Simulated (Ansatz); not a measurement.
**Re (P6_3/mmc): Drude plasma energy along x against volume**

The cell of Re (P6_3/mmc) is scaled evenly and the response computed anew at each volume, on one mesh. x, y and z are the Cartesian axes of the input cell.

Symmetry: P6_3/mmc, No. 194, hexagonal system. The conventional cell has a = 2.761 Å, b = 2.761 Å, c = 4.458 Å, α = 90.00°, β = 90.00°, γ = 120.00°. Re on site c is surrounded by 12 Re at 2.74 to 2.76 Å.

Method: Ansatz 0.2.0, r2SCAN, independent particles, k-mesh 18×18×9 with interpolation inside its cells, Gaussian parameter 0.1 eV.

Launch of the response step: `ansatz run input.yaml --threads 4 --pin off --max-ram 8192MiB --backend cpu --events-out ev --progress --plain --runs-dir out`. The series took 37.5 min in all, on 4 threads of Intel(R) Xeon(R) Processor @ 2.50GHz (Skylake/Cascade Lake) (shared host).

```
V/V₀  V (Å³, primitive cell)  Drude plasma energy along x (eV)
0.94                   27.66                             7.574
0.96                   28.25                             7.368
0.98                   28.84                             7.174
1.00                   29.43                             6.992
1.02                   30.02                             6.821
1.04                   30.61                             6.660
1.06                   31.19                                 ?
```

For small changes the quantity should be close to linear in ln V.

Working, on the rows shown:

| x = ln(V/V₀) | y = Drude plasma energy along x |
| --- | --- |
| -0.0618754 | 7.574 |
| -0.040822 | 7.368 |
| -0.0202027 | 7.174 |
| 0 | 6.992 |
| 0.0198026 | 6.821 |
| 0.0392207 | 6.66 |

Means: x̄ = -0.010646, ȳ = 7.0982. Σ(x − x̄)(y − ȳ) = -0.06466, Σ(x − x̄)² = 0.007154. Slope = -0.06466 / 0.007154 = -9.039; intercept = ȳ − slope · x̄ = 7.0019. The line misses the rows shown by at most 0.013 eV.

Q: What does the fit predict for the withheld row, and how well does it do?

A: At x = 0.058269 the line gives y = 6.4752 eV. The run gave 6.509 eV, so the extrapolation is off by 0.034 eV, 3 % of the range in the table.

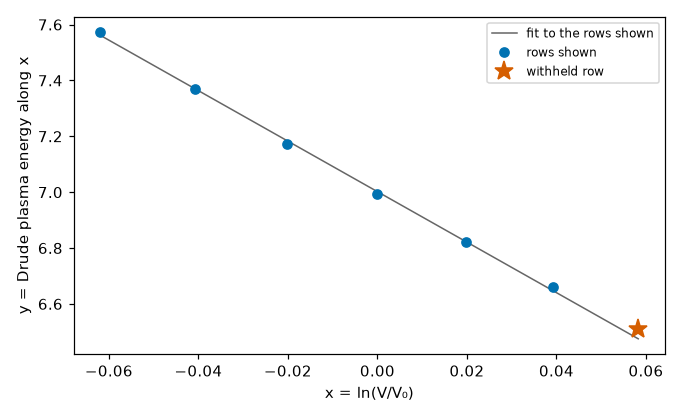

Between the rows on either side of x = 0 the slope is (6.821 − 7.174) / (0.019803 − (-0.020203)) = -8.824. So d ln ωp/d ln V = -1.26; free electrons would give −0.50. The values come from a sum over the points of one k-mesh and carry its error, which is largest for Fermi-surface quantities. Spin-orbit coupling is left out.

[Logs are printed without paths, hosts, clocks, repeated set-up lines and the standing remarks that a program may print on its own settings, such as how far it seeks lower states.]
